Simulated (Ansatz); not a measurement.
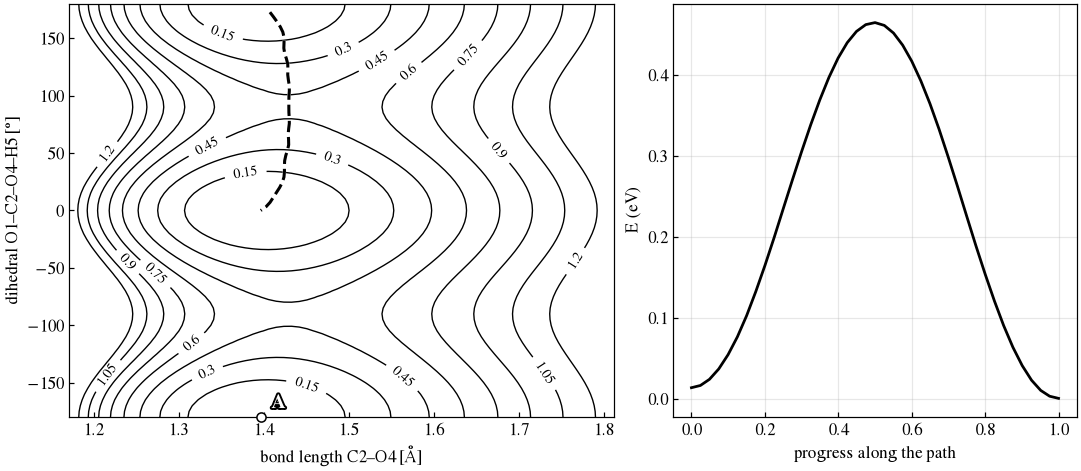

CHO3, SMILES O=C([O-])O, charge −1. 
- The first coordinate is: bond length C2–O4; the second: dihedral O1–C2–O4–H5.
- Nothing is relaxed (all other coordinates rigid).
- The scan uses a 15 × 15 grid; 120 points were computed and 105 follow by symmetry.
- Energies: eV, counted from the relaxed molecule at the same level.
- The calculation used RHF/def2-TZVPD in Ansatz.

Drawn: contour lines labelled in eV (none above 1.2), a line along the lowest path, the energy along the path at the right, the start A. Between grid points the surface is interpolated.

**Describe the path and its barrier.**

The easiest path leads from the well at bond length C2–O4 = 1.400 Å, dihedral O1–C2–O4–H5 = −180° to a well of about the same depth at about bond length C2–O4 = 1.40 Å, dihedral O1–C2–O4–H5 = 0°. Its highest point lies about 0.45 eV above the bottom of the first well on the interpolated surface, at about bond length C2–O4 = 1.43 Å, dihedral O1–C2–O4–H5 = 90°. This is the barrier on the constrained surface; relaxing the other coordinates would change it.
